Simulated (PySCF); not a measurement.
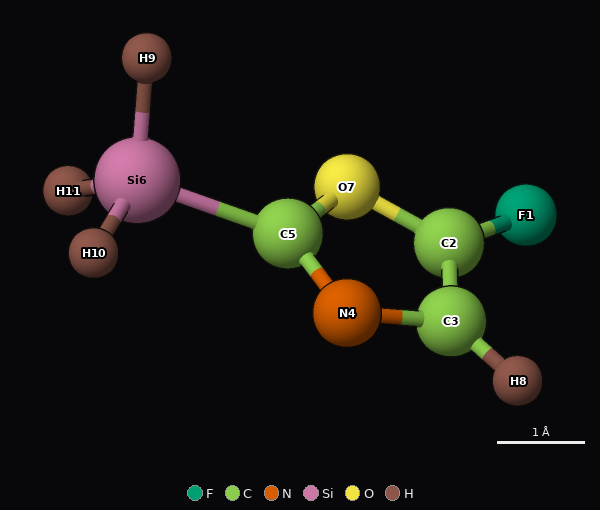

Fig. 1: The structure as given in the input (ball-and-stick view, seen at a tilt; atoms are numbered from 1 in the order of the input). Bond lengths as drawn: C–C 1.36 Å, C–F 1.32 Å, C–H 1.07 Å, C–N 1.30 to 1.36 Å, C–O 1.34 to 1.36 Å, C–Si 1.88 Å and H–Si 1.46 Å.

## C$_{3}$H$_{4}$FNOSi: a changed input and its effect

System: C$_{3}$H$_{4}$FNOSi, SMILES Fc1cnc([SiH3])o1.
Method of the first run: PBE0/def2-TZVP single-point energy, gas phase (PySCF 2.14.0).

The geometry comes from this level: GFN2-xTB. Text and figures count atoms from 1; the logs count them from 0 in places.

## The input, the first run
```
{"job": {"xc": "PBE0", "basis": "def2-TZVP", "kind": "sp"}, "charge": 0, "multiplicity": 1}
F      2.697520     1.599959    -0.088495
C      1.760548     0.667225    -0.040763
C      1.820127    -0.687728     0.024148
N      0.534706    -1.139991     0.048225
C     -0.228529    -0.092084    -0.000460
Si    -2.107845    -0.035741     0.007449
O      0.481729     1.064008    -0.057311
H      2.664550    -1.342035     0.053253
H     -2.524324     0.644801     1.234954
H     -2.569500    -1.416134    -0.045177
H     -2.523558     0.740390    -1.161787
```

The first line tells a small driver script what to run in PySCF; the rest is the geometry in Å.

Launched with:
```bash
OMP_NUM_THREADS=1 python <driver script> task.json out
```

Hardware: 1 CPU thread, shared host.

## Output (the first run)
```
coarse grid: 10600 points
cycle   1  E = -635.5846301993  dE =  1.319e+00  |g| = 6.355e-01  |ddm| = 2.849e+00
cycle   2  E = -635.5022872998  dE =  8.234e-02  |g| = 9.292e-01  |ddm| = 8.141e-01
cycle   3  E = -635.6562445657  dE = -1.540e-01  |g| = 9.549e-02  |ddm| = 5.055e-01
cycle   4  E = -635.6570411476  dE = -7.966e-04  |g| = 7.496e-02  |ddm| = 9.850e-02
cycle   5  E = -635.6581459300  dE = -1.105e-03  |g| = 1.174e-02  |ddm| = 4.569e-02
cycle   6  E = -635.6581673978  dE = -2.147e-05  |g| = 5.489e-03  |ddm| = 1.006e-02
cycle   7  E = -635.6581741404  dE = -6.743e-06  |g| = 1.126e-03  |ddm| = 4.081e-03
final grid: 100848 points
cycle   8  E = -635.6520306728  dE = -4.806e-05  |g| = 9.119e-03  |ddm| = 4.960e-02
cycle   9  E = -635.6519948309  dE =  3.584e-05  |g| = 1.641e-02  |ddm| = 1.262e-02
cycle  10  E = -635.6520443109  dE = -4.948e-05  |g| = 1.752e-03  |ddm| = 8.862e-03
cycle  11  E = -635.6520450006  dE = -6.897e-07  |g| = 4.795e-04  |ddm| = 1.315e-03
cycle  12  E = -635.6520450417  dE = -4.107e-08  |g| = 1.184e-04  |ddm| = 2.856e-04
cycle  13  E = -635.6520450445  dE = -2.818e-09  |g| = 2.800e-05  |ddm| = 1.036e-04
cycle  14  E = -635.6520450447  dE = -1.494e-10  |g| = 1.165e-05  |ddm| = 2.428e-05
converged SCF energy = -635.6520450447
```

The input of the second run differs as follows (lines with − go, lines with + come):
```diff
-"basis": "def2-TZVP"
+"basis": "pcseg-1"
+"solvent": "acetonitrile"
```

What does this change do to the results?

The total energies belong to different models, so their difference says nothing on which is more stable or more accurate. The HOMO goes from −7.19 to −7.29 eV. The dipole moment goes from 0.53 to 0.83 D. The SCF takes 13 iterations against 14. The basis functions go from 247 to 122.

## Output (the second run)
```
coarse grid: 10600 points
cycle   1  E = -635.3050987253  dE =  1.318e+00  |g| = 5.521e-01  |ddm| = 3.624e+00
cycle   2  E = -635.2484202394  dE =  5.668e-02  |g| = 7.785e-01  |ddm| = 9.538e-01
cycle   3  E = -635.3671306671  dE = -1.187e-01  |g| = 5.457e-02  |ddm| = 5.686e-01
cycle   4  E = -635.3674346745  dE = -3.040e-04  |g| = 4.192e-02  |ddm| = 7.137e-02
cycle   5  E = -635.3677830708  dE = -3.484e-04  |g| = 7.226e-03  |ddm| = 3.446e-02
cycle   6  E = -635.3677917972  dE = -8.726e-06  |g| = 2.871e-03  |ddm| = 8.246e-03
final grid: 100848 points
cycle   7  E = -635.4224593153  dE = -1.293e-05  |g| = 8.992e-03  |ddm| = 2.138e-02
cycle   8  E = -635.4224369244  dE =  2.239e-05  |g| = 1.407e-02  |ddm| = 1.692e-02
cycle   9  E = -635.4224757383  dE = -3.881e-05  |g| = 1.297e-03  |ddm| = 1.033e-02
cycle  10  E = -635.4224761139  dE = -3.756e-07  |g| = 2.691e-04  |ddm| = 1.245e-03
cycle  11  E = -635.4224761276  dE = -1.370e-08  |g| = 7.717e-05  |ddm| = 2.625e-04
cycle  12  E = -635.4224761287  dE = -1.154e-09  |g| = 3.207e-05  |ddm| = 8.792e-05
cycle  13  E = -635.4224761290  dE = -2.165e-10  |g| = 6.627e-06  |ddm| = 2.741e-05
converged SCF energy = -635.4224761290
```

## The two runs side by side

```csv
quantity,the first run,the second run
outcome,converged,converged
total energy (hartree),−635.652045,−635.422476
HOMO (eV),−7.19,−7.29
LUMO (eV),−0.65,−0.64
dipole moment (D),0.53,0.83
SCF iterations,14,13
basis functions,247,122
wall time (shared host),17 s,5.9 s
```
